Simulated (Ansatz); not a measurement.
```xyz
8

Zn   -0.9124    0.0736   -0.9771
H     0.3722   -0.1120   -1.7836
O    -2.3198    0.2422    0.0853
H     1.4632   -0.2626   -0.2012
N     1.7782   -0.2478    0.7707
H    -3.1302    0.5688   -0.3197
H     1.5335    0.6678    1.1469
H     1.2151   -0.9301    1.2786
```

Method: RKS PBE0-D4/def2-SVP in Ansatz.

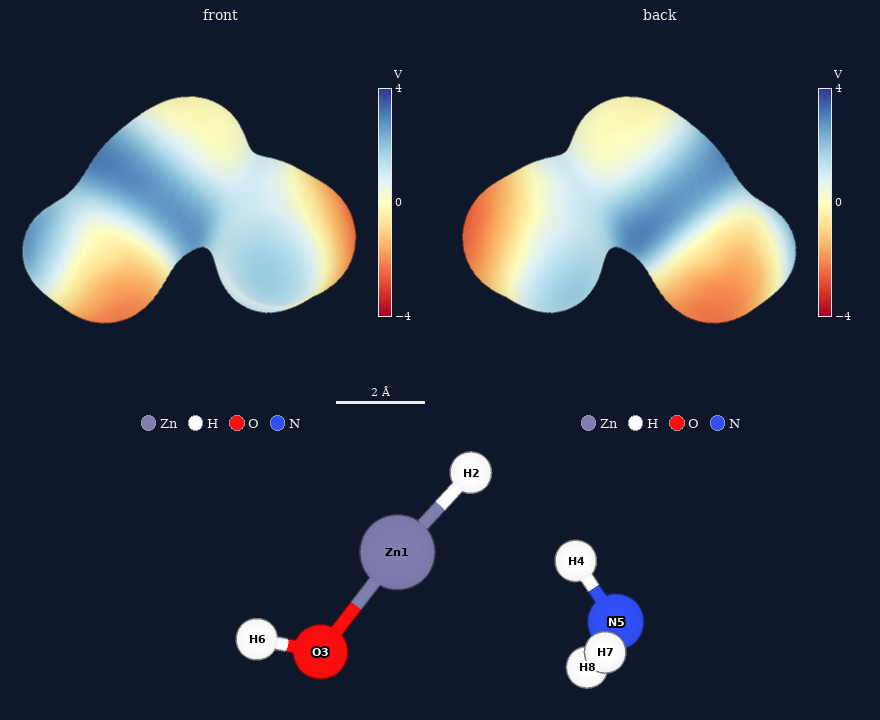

H2OZn···NH3. The electrostatic potential painted on the density surface at 0.004 e/bohr³, seen from the front and from behind; red is negative and blue positive. The bare structure is drawn below in the same view.

Which sites attract a positive test charge, and which a negative one?

A positive charge is drawn to the negative regions and a negative charge to the positive ones. The most negative region (about −2.5 V) lies over N5, the most positive (about +3.0 V) over Zn1. N5 is the likeliest acceptor of a hydrogen bond.
